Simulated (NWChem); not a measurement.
# InSiH4F (SMILES F[SiH2][InH2]): levels of theory compared

Wanted: a comparison of 6 runs (HF/3-21G, SVWN5/3-21G, PBE/def2-SVP, PBE0/def2-SVP, MP2/STO-3G, CCSD/3-21G) of InSiH4F. 

The results are computed with NWChem 7.3.0.

## 1. The structure to begin with

InSiH4F has 7 atoms, charge 0, and is taken as a singlet. SMILES: `F[SiH2][InH2]`. The shape comes from GFN2-xTB, which is rough for such elements, and wasn't checked as a minimum.

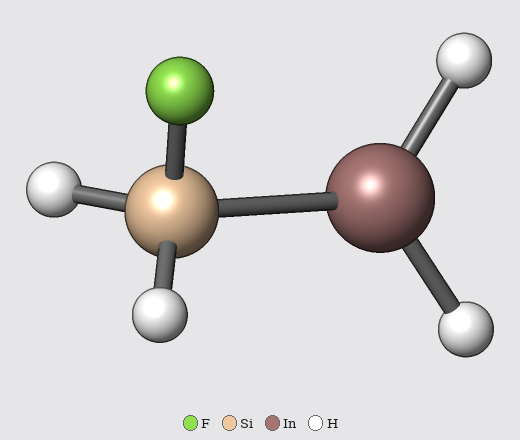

The structure, seen from a chosen angle (fluorine green, silicon light orange, indium brown, hydrogen white).

## 2. Energy and forces at HF/3-21G (run 1)

fh4insi.nw reads:

```
echo
START fh4insi
memory total 2200 mb

GEOMETRY units atomic noautosym nocenter noautoz
   F  -4.00973427 -0.21299103 -0.16238417
   Si -1.34983137 -0.49954910 -1.66724867
   In  1.95250283  0.64078723  1.77879920
   H  -1.42515585 -3.15177972 -2.48466860
   H  -1.68890493  1.22486378 -3.81477123
   H   1.51969885  2.72887791  4.35642343
   H   5.00140585 -0.73022797  1.99383114
END

BASIS spherical bse
   * library 3-21G
END

SCF
   thresh 1e-08
   maxiter 80
   print medium
END

TASK scf gradient
```

Run with:

```
nwchem fh4insi.nw > fh4insi.out
```

The log of the run:

```text
[...]
  functions       =    61
[...]
  wavefunction    = RHF
[...]
         Total SCF energy =  -6103.359241223068
      One-electron energy =  -9062.892609109140
      Two-electron energy =   2644.201271032555
 Nuclear repulsion energy =    315.332096853517
        Time for solution =      4.3s
[...]
                         RHF ENERGY GRADIENTS
    atom               coordinates                        gradient
                 x          y          z           x          y          z
   1 F      -4.009734  -0.212991  -0.162384    0.023663  -0.003713  -0.017891
   2 Si     -1.349831  -0.499549  -1.667249    0.005597   0.000078   0.002119
   3 In      1.952503   0.640787   1.778799   -0.013622  -0.001419  -0.007704
   4 H      -1.425156  -3.151780  -2.484669   -0.010215   0.005399   0.007522
   5 H      -1.688905   1.224864  -3.814771   -0.010138  -0.001624   0.009842
   6 H       1.519699   2.728878   4.356423    0.005792  -0.001823   0.002103
   7 H       5.001406  -0.730228   1.993831   -0.001077   0.003103   0.004009
[...]
```

Wall time 7.5 s (1 thread of Intel Xeon Platinum 8488C (Sapphire Rapids), shared host); peak memory 0.1 GiB.

## 3. Energy and forces at SVWN5/3-21G (run 2)

input.nw reads:

```
start input
memory total 2200 mb

geometry noautosym nocenter noautoz
   F    -2.121860   -0.112710   -0.085930
   Si   -0.714300   -0.264350   -0.882270
   In    1.033220    0.339090    0.941300
   H    -0.754160   -1.667850   -1.314830
   H    -0.893730    0.648170   -2.018690
   H     0.804190    1.444060    2.305320
   H     2.646630   -0.386420    1.055090
end

basis spherical bse
   * library 3-21G
end

dft
   xc slater vwn_5
   grid xfine
   convergence energy 1e-08
   iterations 100
   mulliken
end

task dft gradient
```

Run with:

```
nwchem input.nw > input.out
```

The log of the run:

```text
[...]
          Wavefunction type:  closed shell.
          No. of atoms     :     7
          No. of electrons :    76
[...]
          Charge           :     0
          Spin multiplicity:     1
[...]
          AO basis - number of functions:    61
[...]
              XC Information
              --------------
                        Slater Exchange Functional  1.000 local
                      VWN V Correlation Functional  1.000 local
[...]
 d= 0,ls=0.0,diis     1  -6099.6112881765 -6.41D+03  4.35D-02  9.29D-01     1.1
[...]
 d= 0,ls=0.0,diis    11  -6099.7058420401 -1.03D-09  2.89D-07  1.02D-10     7.0
         Total DFT energy =    -6099.705842040136
      One electron energy =    -9064.850526019038
           Coulomb energy =     2831.660760717999
    Exchange-Corr. energy =     -181.848196267262
 Nuclear repulsion energy =      315.332119528164
[...]
      Total Density - Mulliken Population Analysis
     ---------------------------------------------
    Atom       Charge   Shell Charges
 -----------   ------   -------------------------------------------------------
    1 F    9     9.34   1.98  0.44  2.50  1.54  2.89
    2 Si  14    13.61   2.00  1.97  5.84  0.78  1.64  0.64  0.74
    3 In  49    48.71   2.00  2.00  6.00  2.00  5.99  2.00  5.94  0.98  1.16  0.34  0.36 10.00  9.95
    4 H    1     1.10   0.42  0.68
    5 H    1     1.10   0.42  0.68
    6 H    1     1.06   0.36  0.70
    7 H    1     1.08   0.36  0.72
[...]
  wavefunction    = closed shell
                         DFT ENERGY GRADIENTS
    atom               coordinates                        gradient
                 x          y          z           x          y          z
   1 F      -4.009734  -0.212991  -0.162384    0.033112  -0.004949  -0.023733
   2 Si     -1.349831  -0.499549  -1.667249   -0.009564  -0.004701  -0.011024
   3 In      1.952503   0.640787   1.778799   -0.007887   0.000664   0.000756
   4 H      -1.425156  -3.151779  -2.484668   -0.010920   0.015732   0.010441
   5 H      -1.688905   1.224864  -3.814771   -0.009926  -0.008378   0.018253
   6 H       1.519699   2.728878   4.356423    0.005017  -0.000322   0.002477
   7 H       5.001405  -0.730228   1.993831    0.000168   0.001954   0.002830
[...]
```

It took 11 s on 1 thread of Intel Xeon Platinum 8488C (Sapphire Rapids), shared host; peak memory 0.14 GiB.

Runs 3 to 5 aren't shown in full; the table further down has their settings and results.

## 4. The energy at CCSD/3-21G (run 6)

run.py reads:

```python
from ase import Atoms
from ase.calculators.nwchem import NWChem

atoms = Atoms(['F', 'Si', 'In', 'H', 'H', 'H', 'H'], positions=[
    [-2.121860, -0.112710, -0.085930],
    [-0.714300, -0.264350, -0.882270],
    [1.033220, 0.339090, 0.941300],
    [-0.754160, -1.667850, -1.314830],
    [-0.893730, 0.648170, -2.018690],
    [0.804190, 1.444060, 2.305320],
    [2.646630, -0.386420, 1.055090],
])

calc = NWChem(
    label='m1',
    theory='ccsd',
    memory='2200 mb',
    basis='3-21G',
    basispar='spherical bse',
    scf={'nopen': '0', 'rhf': None, 'thresh': '1e-08', 'maxiter': '80'},
    ccsd={'freeze': 'core 24', 'maxiter': '60'},
    task='energy',
)
atoms.calc = calc

print("Total energy (eV):", round(atoms.get_potential_energy(), 6))
```

Run with:

```
export ASE_NWCHEM_COMMAND="nwchem PREFIX.nwi > PREFIX.nwo"
python run.py
```

The log of the run:

```text
Total energy (eV): -166087.305363
```

The calculator wrote m1.nwi:

```
title "m1"

permanent_dir m1

scratch_dir m1

start m1

geometry units angstrom nocenter noautosym noautoz
  F  -2.1218599999999999e+00 -1.1271000000000000e-01 -8.5930000000000006e-02
  Si -7.1430000000000005e-01 -2.6434999999999997e-01 -8.8227000000000000e-01
  In 1.0332200000000000e+00 3.3909000000000000e-01 9.4130000000000003e-01
  H  -7.5416000000000005e-01 -1.6678500000000001e+00 -1.3148299999999999e+00
  H  -8.9373000000000002e-01 6.4817000000000002e-01 -2.0186899999999999e+00
  H  8.0418999999999996e-01 1.4440599999999999e+00 2.3053200000000000e+00
  H  2.6466300000000000e+00 -3.8641999999999999e-01 1.0550900000000001e+00
end

memory 2200 mb

basis spherical bse noprint
   * library 3-21G
end

scf
  nopen 0
  rhf
  thresh 1e-08
  maxiter 80
end
ccsd
  freeze core 24
  maxiter 60
end

task ccsd energy
```

m1.nwo:

```text
Northwest Computational Chemistry Package (NWChem) 7.3.0
             --------------------------------------------------------

           Job information
           ---------------

    nwchem branch   = 7.3.0
    use scalapack   = T
    input           = m1.nwi
    prefix          = m1.
    data base       = m1/m1.db
    status          = startup
    nproc           =        1

           Memory information
           ------------------

    heap     =     72089596 doubles =      550.0 Mbytes
    stack    =     72089601 doubles =      550.0 Mbytes
    global   =    144179200 doubles =     1100.0 Mbytes (distinct from heap & stack)
    total    =    288358397 doubles =     2200.0 Mbytes
    verify   = yes
    hardfail = no

[... 136 lines left out ...]
         Quadratically convergent ROHF
[... 14 lines left out ...]
       Final RHF  results
[... 4 lines left out ...]
      Two-electron energy =   2644.201294294087
[... 57 lines left out ...]
                       ROHF Final Molecular Orbital Analysis
[... 267 lines left out ...]
 Total MP2 energy:          -6103.567181707226155
[... 21 lines left out ...]
  Failed reading restart vector from m1/m1.t2
[... 3 lines left out ...]
             energy      energy      error      ampl     ampl      Block
[... 6 lines left out ...]
                  *************converged*************
[... 6 lines left out ...]
 Total CCSD energy:          -6103.595943778528635
[... 1 line left out ...]
 --------------------------------
 Spin Component Scaled (SCS) CCSD
 --------------------------------
 Same spin contribution:                 -0.038354033941209
 Same spin scaling factor:                1.130000000000000
 Opposite spin contribution:             -0.198348534373343
 Opposite spin scaling fact.:             1.270000000000000
 SCS-CCSD correlation energy:            -0.295242697007712
 Total SCS-CCSD energy:               -6103.654483907222129

 routine      calls  cpu(0)   cpu-min  cpu-ave  cpu-max   i/o
 aoccsd          1     0.01     0.01     0.01     0.01    0.00
 iterdrv         1     0.01     0.01     0.01     0.01    0.00
 pampt          13     0.04     0.04     0.04     0.04    0.00
[... 9 lines of this table left out ...]
 Total                23.87    23.87    23.87    23.87    0.00

 Task  times  cpu:       30.1s     wall:       30.1s
 Total times  cpu:       30.2s     wall:       30.2s
```

It took 31 s on 1 thread of Intel Xeon Platinum 8488C (Sapphire Rapids), shared host; peak memory 0.14 GiB.

## 5. Overview of the runs

```csv
run,level,iteration cap,module,energy (Eh),dipole moment (D),HOMO energy (eV),LUMO energy (eV),wall time
1,HF/3-21G,80,scf,-6103.359241,2.22,-10.10,0.18,7.5 s
2,SVWN5/3-21G,100,dft,-6099.705842,1.48,-6.25,-3.14,11 s
3,PBE/def2-SVP (core potential),100,dft,-581.452353,1.33,-6.41,-3.02,32 s
4,PBE0/def2-SVP (core potential),100,dft,-581.487178,1.52,-7.56,-2.31,28 s
5,MP2/STO-3G,80,mp2,-6068.919207,1.19,-7.24,5.25,12 s
6,CCSD/3-21G,80,ccsd,-6103.595944,–,-10.10,0.18,31 s
```

## 6. Outcome

| quantity | value |
| --- | --- |
| run 6: total energy | -6103.59594 Eh |
| run 6: HOMO energy (Hartree–Fock orbitals) | -10.10 eV |
| run 6: LUMO energy (Hartree–Fock orbitals) | 0.18 eV |
| run 6: HOMO–LUMO gap (Hartree–Fock orbitals) | 10.28 eV |
| run 6: correlation energy (24 core orbitals frozen) | -236.7 mEh |

What this shows: Over runs 1, 2, 3, 4, 5 the dipole moment (its size) runs from 1.19 D (MP2/STO-3G) to 2.22 D (HF/3-21G). The two ends differ in method and basis. Over runs 1, 2, 3, 4 the HOMO–LUMO gap runs from 3.11 eV (SVWN5/3-21G) to 10.28 eV (HF/3-21G). Exact exchange widens orbital gaps. Totals of different functionals can't be ranked against each other. Some runs of one species differ in core potentials or relativity; totals across that change don't compare. In run 5 the basis is minimal, so the values are rough. In runs 1, 2, 5, 6 relativity is left out where basis or elements ask for it. All runs together took 2 min, the longest 32 s.
